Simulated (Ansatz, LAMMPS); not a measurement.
# Convergence of a linear-scaling basis for liquid Li(F,Cl) at 1400 K (74 atoms)

Aim: test how closely localised support functions follow the reference on liquid Li(F,Cl) at 1400 K (74 atoms), and at what cost. A setting counts as converged where the r.m.s. difference of forces stays under 1 % of the r.m.s. force.

Program: Ansatz 0.2.0. Level of theory: Kohn-Sham DFT, PBE, PAW (set soft_2), plane waves. Results are calculated unless marked as measured.

**1. The starting structure**

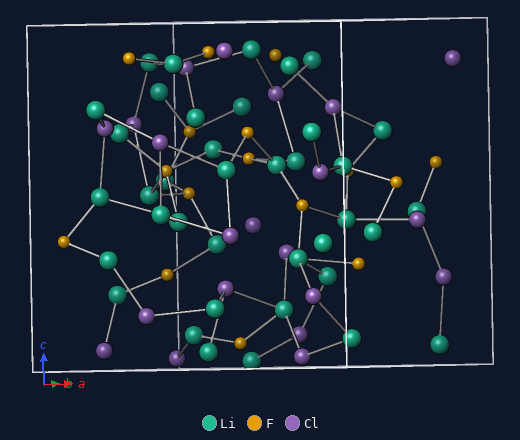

The cell as given, slightly off an axis (lithium teal, fluorine orange, chlorine purple). Bonds to atoms that aren't drawn are left out. Some periodic images of atoms are drawn too.

The cell holds 74 atoms: 37 Li, 16 F and 21 Cl. Cell: a = 12.414 Å, b = 12.414 Å, c = 12.414 Å, α = 90.0°, β = 90.0°, γ = 90.0°. 74 atoms (37 Li, 16 F, 21 Cl) placed at random at 1.58 g/cm³, melted at 1600 K for 10 ps at fixed volume with the Lennard-Jones and Coulomb ion parameters for SPC/E (Joung and Cheatham, J. Phys. Chem. B 112, 9020 (2008)), full charges. Snapshot at the end of a hold of 15 ps at 1400 K and zero pressure.

What the set-up can't give: The starting topology of bonds comes from the classical model, and needn't be the one that DFT or experiment would give. The ion parameters were fitted for water, not for melts, so the density of this cell may lie well off the real melt's. The Brillouin zone is sampled at Γ only, in a cell whose shortest periodic width is 12 Å.

**2. Making the structure**

A classical potential supplies the starting structure, since it reaches far longer times than DFT.

This step: classical MD, Lennard-Jones and Coulomb ion parameters for SPC/E (Joung and Cheatham, J. Phys. Chem. B 112, 9020 (2008)), full charges (LAMMPS 22 Jul 2025 - Update 4).

The input, in.lmp:

```
# melt-quench of Li37F16Cl21
units metal
atom_style charge
boundary p p p
region box block 0 11.1064 0 11.1064 0 11.1064
create_box 3 box
mass 1 6.9400   # Li
mass 2 18.9984   # F
mass 3 35.4500   # Cl
create_atoms 1 random 37 73876 NULL overlap 1.9 maxtry 2000
create_atoms 2 random 16 73883 NULL overlap 1.9 maxtry 2000
create_atoms 3 random 21 73890 NULL overlap 1.9 maxtry 2000
pair_style lj/cut/coul/long 9.0
pair_modify mix arithmetic tail yes
pair_coeff 1 1 0.014602 1.4094   # Li
pair_coeff 2 2 0.000321 4.0215   # F
pair_coeff 3 3 0.000554 4.8305   # Cl
set type 1 charge 1
set type 2 charge -1
set type 3 charge -1
kspace_style pppm 1.0e-4
neigh_modify delay 0 every 1 check yes
thermo_style custom step time temp pe press density
thermo_modify norm yes
timestep 0.002
thermo 100
min_style cg
minimize 1e-4 1e-4 200 2000
reset_timestep 0
velocity all create 1600 73877 mom yes dist gaussian
fix lim all nve/limit 0.05
fix lan all langevin 1600 1600 0.2 73878 zero yes
thermo 500
run 1000 post no
# [... 10 lines left out ...]
compute msd all msd com yes
thermo 1875
fix md all npt temp 1400 1400 0.2 iso 0 0 2
run 7500 post no
print "== T1400: mean square displacement over the hold $(c_msd[4]:%.2f) A^2"
unfix md
uncompute msd
write_dump all custom T1400.dump id type xs ys zs modify sort id
```

Launch:

```sh
lmp -in in.lmp -log none -nocite
```

Numbers of over 12 decimals in the logs are rounded to 6 here.

What it wrote:

```text
LAMMPS (22 Jul 2025 - Update 4)
Created orthogonal box = (0 0 0) to (11.1064 11.1064 11.1064)
Created 37 atoms
Created 16 atoms
Created 21 atoms
PPPM initialization ...
  G vector (1/distance) = 0.31378785
  grid = 8 8 8
  estimated relative force accuracy = 7.5125188e-05
   Step          Time           Temp          PotEng         Press         Density
         0   0              0              8.8503504      3763853.5      1.5820043
        86   0.172          0             -4.7180559     -3914.833       1.5820043
Loop time of 0.272273 s on 1 core for 86 steps with 74 atoms
Minimization stats:
  Stopping criterion = energy tolerance
  Energy initial, next-to-last, final =
      8.85035043554038   -4.7176096625341  -4.71805594781423
  Force two-norm initial, final = 2160.1117 0.70967242
  Iterations, force evaluations = 86 114
   Step          Time           Temp          PotEng         Press         Density
[... 8 lines left out ...]
      3332   6.664          1442.6348     -4.5381996      33724.971      1.5820043
      4165   8.33           1707.3571     -4.4991753      31291.106      1.5820043
      4998   9.996          1727.9785     -4.5446498      26763.949      1.5820043
      5831   11.662         1562.441      -4.5292672      38500.891      1.5820043
[... 1 line left out ...]
Loop time of 3.13688 s on 1 core for 5000 steps with 74 atoms
   Step          Time           Temp          PotEng         Press         Density
[... 5 lines left out ...]
Loop time of 1.58039 s on 1 core for 2500 steps with 74 atoms
   Step          Time           Temp          PotEng         Press         Density
[... 2 lines left out ...]
     11250   22.5           1243.8483     -4.4365991     -6902.2664      1.1319722
     13125   26.25          1463.5154     -4.4578946      11789.558      1.099248
     15000   30             1368.0912     -4.4923722      5017.7846      1.2577798
     16000   32             1249.2327     -4.4456869     -7474.7494      1.1329314
Loop time of 5.62173 s on 1 core for 7500 steps with 74 atoms
== T1400: mean square displacement over the hold 72.42 A^2
```

The job ended after 12 s (1 thread of Intel Xeon at 2.80GHz (Skylake/Cascade Lake), shared host; peak memory 0.27 GiB).

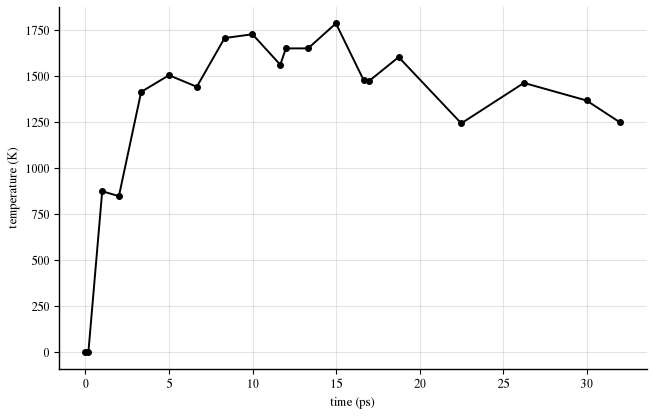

Temperature, plotted against time.

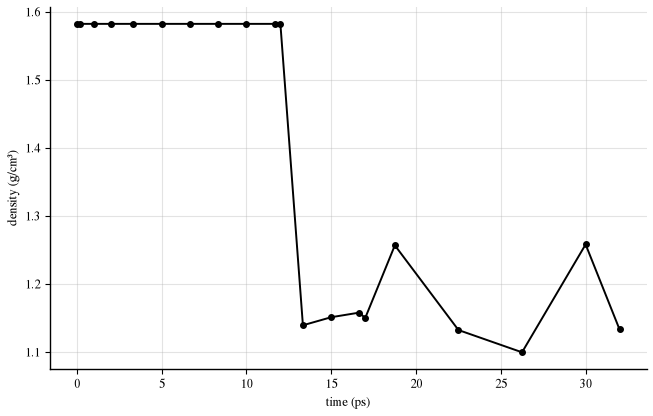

Density against time.

**3. Plane-wave single point**

The first run fixes the reference, at a cutoff of 420 eV.

The input, input.yaml:

```yaml
crystal:
  lattice:
    - [12.41389, 0.0, 0.0]
    - [0.0, 12.41389, 0.0]
    - [0.0, 0.0, 12.41389]
  atoms:
    - { symbol: Li, position: [0.12869, 0.55725, 0.88695] }
    - { symbol: Li, position: [0.55673, 0.52912, 0.16754] }
    - { symbol: Li, position: [0.4863, 0.90227, 0.88491] }
    - { symbol: Li, position: [0.74956, 0.55166, 0.42508] }
    - { symbol: Li, position: [0.39613, 0.35421, 0.049] }
    - { symbol: Li, position: [0.0362, 0.81947, 0.80021] }
    - { symbol: Li, position: [0.26632, 0.70155, 0.35826] }
    - { symbol: Li, position: [0.69951, 0.32632, 0.3152] }
    - { symbol: Li, position: [0.49394, 0.19408, 0.17472] }
    - { symbol: Li, position: [0.10394, 0.39736, 0.68357] }
    - { symbol: Li, position: [0.11215, 0.57615, 0.50296] }
    - { symbol: Li, position: [0.13345, 0.19329, 0.50083] }
    - { symbol: Li, position: [0.25967, 0.54882, 0.09814] }
    - { symbol: Li, position: [0.45098, 0.5639, 0.91962] }
    - { symbol: Li, position: [0.27973, 0.89725, 0.02015] }
    - { symbol: Li, position: [0.84086, 0.37974, 0.08253] }
    - { symbol: Li, position: [0.58412, 0.43777, 0.58554] }
    - { symbol: Li, position: [0.89302, 0.01763, 0.68109] }
    - { symbol: Li, position: [0.4018, 0.13327, 0.88304] }
    - { symbol: Li, position: [0.30776, 0.59937, 0.63304] }
    - { symbol: Li, position: [0.8554, 0.94756, 0.05901] }
    - { symbol: Li, position: [0.38472, 0.3173, 0.7264] }
    - { symbol: Li, position: [0.83986, 0.6156, 0.68066] }
    - { symbol: Li, position: [0.54202, 0.65925, 0.59464] }
    - { symbol: Li, position: [0.90547, 0.05554, 0.35934] }
    - { symbol: Li, position: [0.01794, 0.55039, 0.21752] }
    - { symbol: Li, position: [0.83502, 0.3502, 0.58054] }
    - { symbol: Li, position: [0.94791, 0.30594, 0.38812] }
    - { symbol: Li, position: [0.37649, 0.0858, 0.44854] }
    - { symbol: Li, position: [0.68422, 0.32211, 0.87206] }
    - { symbol: Li, position: [0.5496, 0.1671, 0.57432] }
    - { symbol: Li, position: [0.55399, 0.83748, 0.26134] }
    - { symbol: Li, position: [0.05447, 0.80893, 0.54335] }
    - { symbol: Li, position: [0.21387, 0.00153, 0.75362] }
    - { symbol: Li, position: [0.27709, 0.4195, 0.42614] }
    - { symbol: Li, position: [0.84434, 0.83085, 0.44499] }
    - { symbol: Li, position: [0.19321, 0.11669, 0.31916] }
    - { symbol: F, position: [0.29384, 0.24868, 0.45129] }
    - { symbol: F, position: [0.16415, 0.5794, 0.27372] }
    - { symbol: F, position: [0.68591, 0.38941, 0.46836] }
    - { symbol: F, position: [0.05111, 0.11868, 0.3745] }
    - { symbol: F, position: [0.9923, 0.37725, 0.53096] }
    - { symbol: F, position: [0.10156, 0.88232, 0.68436] }
    - { symbol: F, position: [0.45665, 0.52127, 0.60541] }
    - { symbol: F, position: [0.56112, 0.29194, 0.68072] }
    - { symbol: F, position: [0.72059, 0.62834, 0.56579] }
    - { symbol: F, position: [0.44833, 0.2737, 0.91521] }
    - { symbol: F, position: [0.17492, 0.71263, 0.50687] }
    - { symbol: F, position: [0.32436, 0.99888, 0.90128] }
    - { symbol: F, position: [0.41421, 0.534, 0.07306] }
    - { symbol: F, position: [0.88473, 0.87939, 0.58585] }
    - { symbol: F, position: [0.22142, 0.45981, 0.57319] }
    - { symbol: F, position: [0.84373, 0.42821, 0.29745] }
    - { symbol: Cl, position: [0.13066, 0.70634, 0.0314] }
    - { symbol: Cl, position: [0.27693, 0.929, 0.41165] }
    - { symbol: Cl, position: [0.16176, 0.1745, 0.69972] }
    - { symbol: Cl, position: [0.80021, 0.20867, 0.2067] }
    - { symbol: Cl, position: [0.50138, 0.67308, 0.33192] }
    - { symbol: Cl, position: [0.28927, 0.45989, 0.8704] }
    - { symbol: Cl, position: [0.04995, 0.61102, 0.70842] }
    - { symbol: Cl, position: [0.75953, 0.45204, 0.75016] }
    - { symbol: Cl, position: [0.45347, 0.85372, 0.09454] }
    - { symbol: Cl, position: [0.65575, 0.4355, 0.03217] }
    - { symbol: Cl, position: [0.5752, 0.13316, 0.38462] }
    - { symbol: Cl, position: [0.45932, 0.70814, 0.79037] }
    - { symbol: Cl, position: [0.85271, 0.15825, 0.56434] }
    - { symbol: Cl, position: [0.92066, 0.92965, 0.8846] }
    - { symbol: Cl, position: [0.44843, 0.36558, 0.23158] }
    - { symbol: Cl, position: [0.61031, 0.03661, 0.91919] }
    - { symbol: Cl, position: [0.39532, 0.04878, 0.65706] }
    - { symbol: Cl, position: [0.01086, 0.4676, 0.0574] }
    - { symbol: Cl, position: [0.293, 0.15577, 0.1564] }
    - { symbol: Cl, position: [0.93826, 0.63283, 0.42163] }
    - { symbol: Cl, position: [0.89416, 0.8991, 0.25471] }
kpoints:
  mp_grid: { grid: [1, 1, 1] }
hamiltonian:
  xc: pbe
scf:
  occupations: { method: fixed }
output:
  forces: true
  stress: true
  populations: true
  dos:
    method: { smearing: { sigma: 0.1 } }
    de: 0.1
    projected: { site_lists: { Cl: [Cl], F: [F], Li: [Li] } }
  eigenvalues: true
  write_density: true
  write_potential: true
  volumetric_format: npy
  elf: true
```

Launch:

```sh
ansatz run input.yaml --threads 4 --pin off --max-ram 8192MiB --backend cpu --events-out ev --progress --plain --runs-dir out
```

What it wrote:

```text
Engine: ansatz 0.2.0, aarch64-unknown-linux-gnu
Pseudopotentials: kind: paw
Pseudopotential: Li, paw, valence charge 3, recommended cutoff 420 eV (normal), Li.paw.azcp
Pseudopotential: F, paw, valence charge 7, recommended cutoff 420 eV (normal), F.paw.azcp
Pseudopotential: Cl, paw, valence charge 7, recommended cutoff 420 eV (normal), Cl.paw.azcp
[... 5 lines on functional and potentials left out ...]
Crystal: 74 atoms, lattice volume = 1913.038 Å³
Basis set: ecut = 420 eV, 37529 PW (Γ), exchange–correlation on 180×180×180 points (8 copies of the dense FFT grid, shifted against one another)
Bands: 259, of which v1, the nominal top of the filled ones, is band 185 counted from 1 (184 counted from 0)
Symmetry: 1 space group operations
Space group: P1 (ITA 1), of the structure as read, at distance tolerance 1.2e-4 Å
k-points: 1
[... 7 lines on functional and potentials left out ...]
Initial density: superposition of atomic densities (neutral atoms: chi_scale 0, normalization atom), corrected by the library's trained network
Initial wavefunctions: pseudopotential atomic-orbital guess
Functional: x = pbe(κ = 0.804, μ = 0.219515), c = pbe(β = 0.066725)
SCF iter   1: F=—  HF=-43279.782595 eV  |F-HF|=—  |Δ(HF+E_count)|=         —  Δρ=1.23e-3  dr2=7.95e-2  ethr=1.77e-3  ⟨swp⟩=5.0  Hψ=884  notcnv=0  defer=72
preconditioner: auto → Resta (q_TF=auto, 2.075 Å⁻¹)  ε∞=2.7  [insulator: Δε(μ)=3.271 eV  Ē_g=10.473 eV  n_scr=256 (ndim 8)  ℏωp=13.8 eV  f_vac=0.278  ε∞_Penn≈2.7]
SCF iter   2: F=—  HF=-43279.760012 eV  |F-HF|=—  |Δ(HF+E_count)|=   2.26e-2  Δρ=5.71e-4  dr2=2.02e-2  ethr=2.15e-5  ⟨swp⟩=2.0  Hψ=405  notcnv=0  defer=72
SCF iter   3: F=—  HF=-43279.757357 eV  |F-HF|=—  |Δ(HF+E_count)|=   2.65e-3  Δρ=4.59e-4  dr2=5.94e-3  ethr=5.46e-6  ⟨swp⟩=3.0  Hψ=339  notcnv=0  defer=72
SCF iter   4: F=—  HF=-43279.756631 eV  |F-HF|=—  |Δ(HF+E_count)|=   7.26e-4  Δρ=2.26e-4  dr2=1.15e-3  ethr=1.61e-6  ⟨swp⟩=2.0  Hψ=338  notcnv=0  defer=72
SCF iter   5: F=—  HF=-43279.756515 eV  |F-HF|=—  |Δ(HF+E_count)|=   1.16e-4  Δρ=6.03e-5  dr2=8.33e-5  ethr=3.11e-7  ⟨swp⟩=2.0  Hψ=337  notcnv=0  defer=72
SCF iter   6: F=—  HF=-43279.758346 eV  |F-HF|=—  |Δ(HF+E_count)|=   1.83e-3  Δρ=6.09e-5  dr2=4.62e-5  ethr=2.25e-8  ⟨swp⟩=2.0  Hψ=434  notcnv=0  defer=72
SCF iter   7: F=—  HF=-43279.758338 eV  |F-HF|=—  |Δ(HF+E_count)|=   8.22e-6  Δρ=9.65e-6  dr2=1.82e-6  ethr=1.25e-8  ⟨swp⟩=2.0  Hψ=323  notcnv=0  defer=72
SCF iter   8: F=—  HF=-43279.758339 eV  |F-HF|=—  |Δ(HF+E_count)|=   8.93e-7  Δρ=2.70e-6  dr2=1.95e-7  ethr=4.92e-10  ⟨swp⟩=2.0  Hψ=338  notcnv=0  defer=72
SCF iter   9: F=-43279.758339 eV  HF=-43279.758339 eV  |F-HF|=4.99e-8  |Δ(HF+E_count)|=   1.28e-7  Δρ=2.37e-6  dr2=7.13e-8  ethr=2.70e-11  ⟨swp⟩=22.0  Hψ=2266  notcnv=0
SCF 1 converged in 9 iterations: F = -43279.758339 eV  dr2 = 7.13e-8
  greatest PAW one-centre occupation: 1.000 electrons in one spin orbital (limit 2), on the Li atom at site 5 (counted from 0), in its partial waves of l = 0
WARN: The input density's exchange-correlation potential varies sharply where the density is thin. Do not read a vacuum level from v_tot or v_xc, or from such a field of the output density. On a cell that repeats whose density bears no net charge and no dipole along the vacuum's axis use v_es (v_loc + v_h of the components); [...]
SCF converged after 9 iterations
Free energy (F): -43279.758339 eV
Harris-Foulkes:  -43279.758339 eV  (|F-HF|=4.99e-8)
Internal energy: -43279.758339 eV  (E = F + TS)
E sigma→0 (E₀):  -43279.758339 eV
Fermi energy:    -1.219596 eV
--- Per-component energies (eV) ---
  E_band       = -5450.837244
  E_kinetic    = 7440.769496
  E_local      = -31566.659105  (includes V_loc(G=0)·N_el)
  E_nonlocal   = 535.306402
  E_hartree    = 12150.393254
  E_xc         = -3920.374914
  E_vxc        = -4703.045137  (∫ρ·V_xc dr)
  E_paw        = -17826.550997  (= ΣΔE_a)
  E_vpaw       = -1458.023987  (= ΣTr[D̂ρ^β])
  E_aug_tail   = 0.035328  (compensation charges beyond the density's cutoff)
  E_ewald      = -10092.677804
  E_smearing   = -0.000000  (= −TS)
  E_closure    = -0.000000  (closes the sum)
  Σ components = -43279.758339   (vs F -43279.758339, Δ=0.00e0)
--- Forces (eV/Å), atoms counted from 1 ---
  atom   1  Li    -0.26240294     0.39459027     0.44579299
  atom   2  Li    -1.00368508    -0.20580794    -0.22404219
  atom   3  Li    -0.16049275     0.20719983     0.19207287
  atom   4  Li     0.43113878    -0.50437310     0.52929475
  atom   5  Li     0.22104307    -0.01796172    -0.64208612
  atom   6  Li     0.27457078     0.00776414    -0.42830357
  atom   7  Li    -0.69476143     0.33232722     0.08944563
  atom   8  Li     0.41984297     0.17485423     0.60833393
  atom   9  Li    -0.35451410    -0.34034212     0.46278729
  atom  10  Li     0.12821658    -0.07928149    -0.96083359
  atom  11  Li    -0.36723216     0.17752650     0.18614038
  atom  12  Li     0.24592419    -0.08945052     0.44431739
  atom  13  Li     0.07139017     0.56478205     0.23742105
  atom  14  Li    -0.24706044     0.10738837     0.33987659
[...]
atom  73  Cl    -0.20465054     0.48154140     0.04894169
  atom  74  Cl    -0.46227522     0.08128496     0.24617602
  max |Σ_I F_I| component: 2.93e-5 eV/Å
--- Stress (GPa, compression-positive) ---
       -3.748119      -0.118053       0.040471
       -0.118052      -3.148309      -0.370873
        0.040471      -0.370871      -4.030526
  P = ⅓ Tr σ = -3.6423 GPa (-36.423 kbar)
--- Band table (eV) ---
  k-point 0: bands = ["-47.1277", "-47.0958", "-47.0407", "-47.0391", [... 243 levels ...], "6.7642", "6.7848", "6.8187", "6.8826", "6.9428", "6.9861", "7.0329", "7.0550", "7.1232", "7.1865", "7.2234", "7.3110"]
--- Löwdin populations: 74 sites ---
  site symbol       q [e]
     0     Li      2.2938
     1     Li      2.2483
     2     Li      2.2624
[...]
73     Cl      7.6763
  spilling = 0.006333 (of n_electrons = 370.000000)
```

Wall time 20 s (4 threads of Arm Neoverse V2, shared host); peak memory 1.8 GiB; 75 s of CPU time.

The program notes that the exchange-correlation potential is rough where the density is thin.

The run gave:

```yaml
free_energy: -43279.7583 eV
free_energy_per_atom: -584.8616 eV/atom
scf_cycles: 9
pressure: -3.642 GPa
r_m_s_force_component: 0.3885 eV/Å
longest_force: 1.225 eV/Å
fermi_energy: -1.22 eV
spacing_of_highest_filled_and_lowest_empty_level: 3.203 eV
spilling_of_the_projection: 0.006333
```

The r.m.s. force component of 0.39 eV/Å sets the scale for the differences below.

**4. Support functions low**

The cell is solved in localised support functions.

This step: Kohn-Sham DFT, PBE, PAW (set soft_2), localised support functions (low) (Ansatz 0.2.0).

input.yaml, the sections that differ from step 3:

```yaml
scf:
  occupations: { method: fixed }
  eigensolver: { kind: { support_functions: { accuracy: low } } }
  max_iter: 150
output:
  forces: true
  eigenvalues: true
# crystal, kpoints, hamiltonian: as in step 3
```

What it wrote:

```text
Warning: scf.eigensolver.kind.support_functions: disabling space-group detection — the functions' gradient is summed over unrotated k-points, so no spatial operation reduces the k-mesh or symmetrises the density; time reversal is kept, so that k and −k are solved as one point where they differ and the mesh holds both, and exact exchange and, on two spinor components, a DFT+U term hold to it where the run has them: [...]
settings of this run that can trade accuracy for cost: scf.eigensolver.kind.support_functions; scf.eigensolver.kind.support_functions.accuracy: low [...]
[...]
Crystal: 74 atoms, lattice volume = 1913.038 Å³
Basis set: ecut = 420 eV, 37529 PW (Γ), exchange–correlation on 180×180×180 points (8 copies of the dense FFT grid, shifted against one another)
Bands: 222, of which v1, the nominal top of the filled ones, is band 185 counted from 1 (184 counted from 0)
Symmetry: 1 space group operations
k-points: 1
[...]
SCF iter   1: F=—  HF=-43285.860950 eV  |F-HF|=—  |Δ(HF+E_count)|=         —  Δρ=4.66e-2  dr2=5.15e1  ethr=1.00e-1
[...]
SCF iter  14: F=—  HF=-43279.876650 eV  |F-HF|=—  |Δ(HF+E_count)|=   2.93e-4  Δρ=2.63e-5  dr2=2.22e-5  ethr=1.26e-8  κ⁻¹=1.1e-4(r=7)
SCF iter  15: F=-43279.876891 eV  HF=-43279.876893 eV  |F-HF|=1.16e-6  |Δ(HF+E_count)|=   2.43e-4  Δρ=9.47e-6  dr2=4.59e-6  ethr=5.99e-9
SCF 1 converged in 15 iterations: F = -43279.880827 eV  dr2 = 4.59e-6
[...]
SCF converged after 15 iterations
Stability not checked: this state was not tested for a lower state beside it, because the mixer in use, unlike msr1, does not test its closes by its own steps (another_mixer; see scf.mixing.algorithm and scf.lower_state_search)
Free energy (F): -43279.880827 eV
[...]
Internal energy: -43279.880827 eV  (E = F + TS)
E sigma→0 (E₀):  -43279.880827 eV
Fermi energy:    -1.220002 eV
[...]
Σ components = -43279.880827   (vs F -43279.880827, Δ=0.00e0)
--- Forces (eV/Å), atoms counted from 1 ---
  atom   1  Li    -0.26244578     0.39472627     0.44587382
  atom   2  Li    -1.00410530    -0.20591103    -0.22430591
  atom   3  Li    -0.16021357     0.20700321     0.19218909
  atom   4  Li     0.43110052    -0.50418551     0.52981544
[...]
atom  74  Cl    -0.46232785     0.08133791     0.24593135
  max |Σ_I F_I| component: 6.24e-4 eV/Å
--- Band table (eV) ---
[...]
```

Wall time 3 min (4 threads); peak memory 4.5 GiB; 11 min of CPU time.

The program notes that the band table was not solved further than the SCF left it and it switched symmetry off.

Keys that differ from the reference: support_functions.accuracy = "low" and scf.max_iter = 150.

Forces differ from the reference by 0.28 meV/Å r.m.s., 0.073 % of their size, well within a tolerance of 1 %; the energy by -1.7 meV/atom. It took 3 min and 15 cycles; the reference's time can't be set against it, since the two runs asked for unlike analyses.

(Part 1 of 3 ends here.)

[Logs are printed without paths, hosts, clocks, repeated set-up lines and the standing remarks that a program may print on its own settings, such as how far it seeks lower states.]

[Hosts, paths, dates, database ids (printed as entryN), source tags and the programs' standing remarks are cut or masked in the printed files.]
